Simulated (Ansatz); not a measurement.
**CH4BF2N: geometry relaxation**

System: CH4BF2N.
Method: RKS PBE0-D4/def2-TZVP (Ansatz 0.2.0).

The geometry: PBE-D4/def2-SVP start. Figures and captions count atoms from 1; the log counts them from 0 in places.

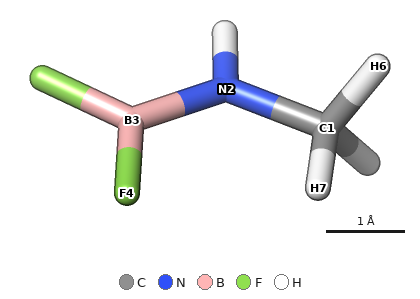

**Figure 1.** The starting structure (stick view, seen at a tilt; atoms are numbered from 1 in the order of the input). Bond lengths as drawn: B–F 1.34 Å, B–N 1.40 Å, C–H 1.11 Å, C–N 1.45 Å and H–N 1.02 Å.

Key numbers

| quantity | value |
| --- | --- |
| outcome | converged |
| total energy | −8701.4245 eV |
| mean-field energy | −8701.3148 eV |
| dispersion energy | −0.1097 eV |
| SCF solution under orbital rotations | stable |
| largest force (length of the vector) at the end | 0.001 eV/Å |
| dipole moment | 2.79 D |
| hardware | 2 CPU threads, shared host |
| wall time | 30 s (CPU time 56 s) |
| peak memory | 0.38 GiB |

The input
```yaml
crystal:
  periodic: [false, false, false]
  atoms:
    - {symbol: C, position_ang: [-1.127815, -0.226027, -0.069639]}
    - {symbol: N, position_ang: [0.131010, 0.271523, 0.449002]}
    - {symbol: B, position_ang: [1.389776, 0.127136, -0.156433]}
    - {symbol: F, position_ang: [1.533782, -0.519729, -1.325416]}
    - {symbol: F, position_ang: [2.492994, 0.633858, 0.418425]}
    - {symbol: H, position_ang: [-1.851800, 0.592765, -0.276555]}
    - {symbol: H, position_ang: [-0.943744, -0.759061, -1.021314]}
    - {symbol: H, position_ang: [-1.617021, -0.940498, 0.628296]}
    - {symbol: H, position_ang: [0.081318, 0.773734, 1.336535]}
basis:
  gaussian: {orbitals: def2-TZVP}
hamiltonian: {xc: pbe0, dispersion: d4}
relax: {f_tol: 0.005, max_steps: 150}
```

Output
```
Functional definition: PBE0
  name "PBE0"
  cite "Adamo & Barone, J. Chem. Phys. 110, 6158 (1999) doi:10.1063/1.478522"
  cite "Perdew, Burke & Ernzerhof, Phys. Rev. Lett. 77, 3865 (1996) doi:10.1103/PhysRevLett.77.3865"
  parent pbe
  parameter a = 0.25
  parameter kappa = 0.804
  parameter beta = 0.06672455060314922
  exchange = (1 - a)*pbe_x(kappa = kappa, mu = beta*pi^2/3) + a*exact_x
  correlation = pbe_c(beta = beta)
992 factors; their error is unknown
mean field evaluation 1: about -8694.1494 eV, gradient 6.3e1 eV
mean field evaluation 2: about -8689.0737 eV, gradient 8.0e1 eV
mean field evaluation 4: about -8701.2406 eV, gradient 3.6e0 eV
mean field evaluation 8: about -8701.2591 eV, gradient 4.9e-2 eV
mean field evaluation 16: about -8701.2814 eV, gradient 1.5e-5 eV
mean field -8701.28136302 eV, -319.7661921505 hartree, gradient 1.5e-5 eV, S^2 0.000000; 0 other end points of the search recorded, 0 dependent functions left out
the calculation of the forces begins
reference -8701.28139358 eV, -319.7661932737 hartree; 20, 20 occupied and 159, 159 virtual orbitals, 992 factors
relax step   1: F+E_penalty+E_count = -8701.39062096 eV  Δ(F+E_penalty+E_count) = +0.000e0 eV  max|allowed force component| = 5.697e-1 eV/Å  Δτ_max = 0.0000 Å  (27 SCF iters, accepted)
these checks for a lower state are left out or cut short: starts, cluster_reference, orbital_swaps, neighbouring_geometries, increment
992 factors; their error is unknown
mean field -8701.31185642 eV, -319.7673127623 hartree, gradient 2.2e-5 eV, S^2 0.000000; 0 other end points of the search recorded, 0 dependent functions left out
the calculation of the forces begins
reference -8701.31188687 eV, -319.7673138814 hartree; 20, 20 occupied and 159, 159 virtual orbitals, 992 factors
relax step   2: F+E_penalty+E_count = -8701.42144336 eV  Δ(F+E_penalty+E_count) = -3.082e-2 eV  max|allowed force component| = 1.946e-1 eV/Å  Δτ_max = 0.0191 Å  (32 SCF iters, accepted)
these checks for a lower state are left out or cut short: starts, cluster_reference, orbital_swaps, neighbouring_geometries, increment
992 factors; their error is unknown
mean field -8701.31474329 eV, -319.7674188528 hartree, gradient 2.1e-5 eV, S^2 0.000000; 0 other end points of the search recorded, 0 dependent functions left out
the calculation of the forces begins
reference -8701.31477370 eV, -319.7674199706 hartree; 20, 20 occupied and 159, 159 virtual orbitals, 992 factors
relax step   3: F+E_penalty+E_count = -8701.42444377 eV  Δ(F+E_penalty+E_count) = -3.000e-3 eV  max|allowed force component| = 1.580e-2 eV/Å  Δτ_max = 0.0067 Å  (32 SCF iters, accepted)
these checks for a lower state are left out or cut short: starts, cluster_reference, orbital_swaps, neighbouring_geometries, increment
992 factors; their error is unknown
mean field evaluation 32: about -8701.2919 eV, gradient 3.8e-1 eV
mean field -8701.31475746 eV, -319.7674193738 hartree, gradient 2.1e-5 eV, S^2 0.000000; 0 other end points of the search recorded, 0 dependent functions left out
the calculation of the forces begins
reference -8701.31478788 eV, -319.7674204917 hartree; 20, 20 occupied and 159, 159 virtual orbitals, 992 factors
relax step   4: F+E_penalty+E_count = -8701.42444939 eV  Δ(F+E_penalty+E_count) = -5.620e-6 eV  max|allowed force component| = 2.072e-2 eV/Å  Δτ_max = 0.0019 Å  (32 SCF iters, accepted)
these checks for a lower state are left out or cut short: starts, cluster_reference, orbital_swaps, neighbouring_geometries, increment
992 factors; their error is unknown
mean field -8701.31479147 eV, -319.7674206233 hartree, gradient 2.1e-5 eV, S^2 0.000000; 0 other end points of the search recorded, 0 dependent functions left out
the calculation of the forces begins
reference -8701.31482189 eV, -319.7674217413 hartree; 20, 20 occupied and 159, 159 virtual orbitals, 992 factors
relax step   5: F+E_penalty+E_count = -8701.42447586 eV  Δ(F+E_penalty+E_count) = -2.647e-5 eV  max|allowed force component| = 1.263e-2 eV/Å  Δτ_max = 0.0033 Å  (32 SCF iters, accepted)
these checks for a lower state are left out or cut short: starts, cluster_reference, orbital_swaps, neighbouring_geometries, increment
992 factors; their error is unknown
mean field -8701.31479551 eV, -319.7674207719 hartree, gradient 2.1e-5 eV, S^2 0.000000; 0 other end points of the search recorded, 0 dependent functions left out
the calculation of the forces begins
reference -8701.31482593 eV, -319.7674218898 hartree; 20, 20 occupied and 159, 159 virtual orbitals, 992 factors
relax step   6: F+E_penalty+E_count = -8701.42447973 eV  Δ(F+E_penalty+E_count) = -3.878e-6 eV  max|allowed force component| = 7.623e-4 eV/Å  Δτ_max = 0.0017 Å  (32 SCF iters, accepted)
992 factors; their error is unknown
mean field evaluation 64: about -8701.2908 eV, gradient 9.0e-1 eV
```

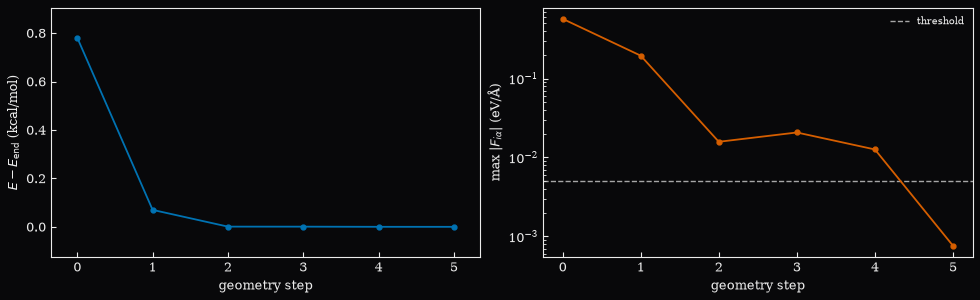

**Figure 2.** Progress of the relaxation, step by step (the first geometry is step 0 here and step 1 in the log).

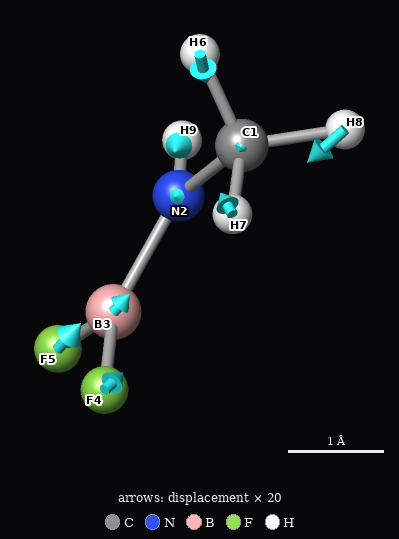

**Figure 3.** The starting structure with the displacements as teal arrows, magnified 20 times (ball-and-stick view, seen at a tilt). The two geometries are laid on each other by the best rigid fit. The energy falls by 0.78 kcal/mol in 5 geometry steps. Largest force component: 0.57 eV/Å at the start, 0.00076 eV/Å at the end. The largest move after the best rigid fit is that of H8, 0.027 Å. By element the largest moves are H 0.027 Å, F 0.023 Å, B 0.014 Å, N 0.006 Å, C 0.004 Å. Among the contacts that change: C1–H6 1.112 → 1.094 Å, N2–H9 1.021 → 1.006 Å, N2–B3 1.404 → 1.390 Å, B3–F4 1.344 → 1.332 Å. (Atoms are counted from 1 in the order of the input.)

```
mean field -8701.31479551 eV, -319.7674207719 hartree, gradient 2.1e-5 eV, S^2 0.000000; 1 other end points of the search recorded, 0 dependent functions left out
the calculation of the forces begins
reference -8701.31482593 eV, -319.7674218898 hartree; 20, 20 occupied and 159, 159 virtual orbitals, 992 factors
Total energy: -8701.42451016 eV, -319.7714527109 hartree
Atom 0 at    -1.124682    -0.226527    -0.072290 Å, force    -0.000450     0.000250     0.000762 eV/Å
Atom 1 at     0.129227     0.271065     0.442962 Å, force    -0.000176    -0.000053    -0.000072 eV/Å
Atom 2 at     1.376672     0.124761    -0.153598 Å, force    -0.000180    -0.000004     0.000125 eV/Å
Atom 3 at     1.528214    -0.519588    -1.308941 Å, force     0.000214    -0.000091    -0.000049 eV/Å
Atom 4 at     2.470473     0.628679     0.415989 Å, force    -0.000068    -0.000036     0.000081 eV/Å
Atom 5 at    -1.832030     0.585610    -0.263690 Å, force     0.000030    -0.000229     0.000169 eV/Å
Atom 6 at    -0.945406    -0.745349    -1.013213 Å, force     0.000128    -0.000102    -0.000545 eV/Å
Atom 7 at    -1.591978    -0.933288     0.619534 Å, force     0.000153     0.000053    -0.000292 eV/Å
Atom 8 at     0.078011     0.768337     1.316148 Å, force     0.000348     0.000212    -0.000180 eV/Å
Dipole moment:    -0.528712     0.051792     0.235021 e Å
```

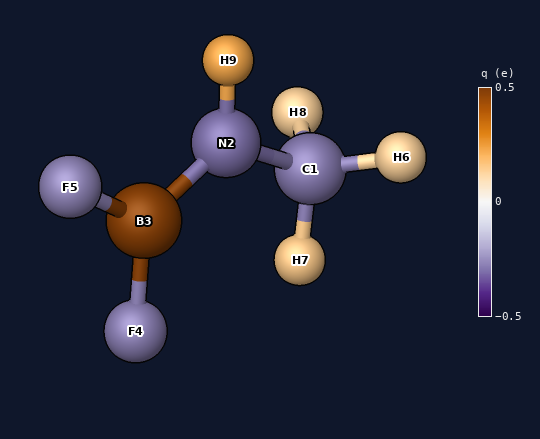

**Figure 4.** Mulliken charges, as the colour of each atom (ball-and-stick view, seen at a tilt; atoms are numbered from 1 in the order of the input). By element: C −0.28, N −0.30, B +0.48, F −0.27 to −0.26 and H +0.13 to +0.23 e.
